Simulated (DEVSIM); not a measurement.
Device: abrupt Ge p-n junction, at 300 K.

```tsv
layer (left to right)	material	thickness (μm)	Nd (cm⁻³)	Na (cm⁻³)	τn (s)	τp (s)
1	Ge	0.180	-	1.1e16	0.00092	0.00092
2	Ge	0.540	9.3e14	-	0.00092	0.00092
```

Left contact: ohmic. Right contact: ohmic. Voltage is applied to the left contact. Recombination: SRH at mid-gap. Mobility is μmin + (μ − μmin)/(1 + (N/Nref)^α).

This is a model device: material constants are rounded textbook-type values typed into the input, and sizes, dopings and lifetimes were drawn at random. Values at 300 K.

```tsv
parameter	Ge
gap (eV)	0.664
affinity (eV)	4
permittivity	16
Nc (cm⁻³)	1.04e19
Nv (cm⁻³)	6e18
μn (cm²/Vs)	3900
μp (cm²/Vs)	1900
μn,min	150
μp,min	100
Nref,n	2.6e17
Nref,p	4e17
αn	0.56
αp	0.6
```

Model (solved in DEVSIM): 1D drift-diffusion, Boltzmann statistics, complete ionisation; no tunnelling, impact ionisation, image-force lowering or self-heating.

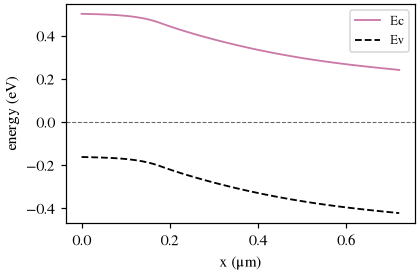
Fig. 1. Band edges at zero bias

Energies count from the Fermi level of the right contact; mesh points crowd at the junctions.

| x (μm) | Ec (eV) | Ev (eV) | n (cm⁻³) | p (cm⁻³) | field (V/cm) |
|---|---|---|---|---|---|
| 0.000 | 0.501 | -0.163 | 4.0e10 | 1.1e16 | -480 |
| 0.01147 | 0.501 | -0.163 | 4.1e10 | 1.1e16 | -490 |
| 0.02514 | 0.500 | -0.164 | 4.2e10 | 1.0e16 | -550 |
| 0.04528 | 0.499 | -0.165 | 4.4e10 | 1.0e16 | -720 |
| 0.08221 | 0.495 | -0.169 | 5.1e10 | 8.6e15 | -1400 |
| 0.1101 | 0.490 | -0.174 | 6.2e10 | 7.1e15 | -2400 |
| 0.1366 | 0.482 | -0.182 | 8.5e10 | 5.2e15 | -3800 |
| 0.1611 | 0.470 | -0.194 | 1.3e11 | 3.3e15 | -5700 |
| 0.1745 | 0.461 | -0.203 | 1.8e11 | 2.4e15 | -7000 |
| 0.1831 | 0.455 | -0.209 | 2.3e11 | 1.9e15 | -7400 |
| 0.1964 | 0.446 | -0.218 | 3.4e11 | 1.3e15 | -7000 |
| 0.2230 | 0.428 | -0.236 | 6.8e11 | 6.4e14 | -6500 |
| 0.2505 | 0.411 | -0.253 | 1.3e12 | 3.3e14 | -6000 |
| 0.2940 | 0.386 | -0.278 | 3.5e12 | 1.3e14 | -5500 |
| 0.3812 | 0.342 | -0.322 | 1.8e13 | 2.4e13 | -4500 |
| 0.4712 | 0.306 | -0.358 | 7.5e13 | 5.8e12 | -3600 |
| 0.5494 | 0.281 | -0.383 | 2.0e14 | 2.2e12 | -2900 |
| 0.6105 | 0.265 | -0.399 | 3.7e14 | 1.2e12 | -2400 |
| 0.6625 | 0.253 | -0.411 | 5.9e14 | 7.4e11 | -2100 |
| 0.6863 | 0.248 | -0.416 | 7.1e14 | 6.1e11 | -2100 |
| 0.7050 | 0.244 | -0.420 | 8.3e14 | 5.3e11 | -2000 |
| 0.7200 | 0.241 | -0.423 | 9.3e14 | 4.7e11 | -2000 |
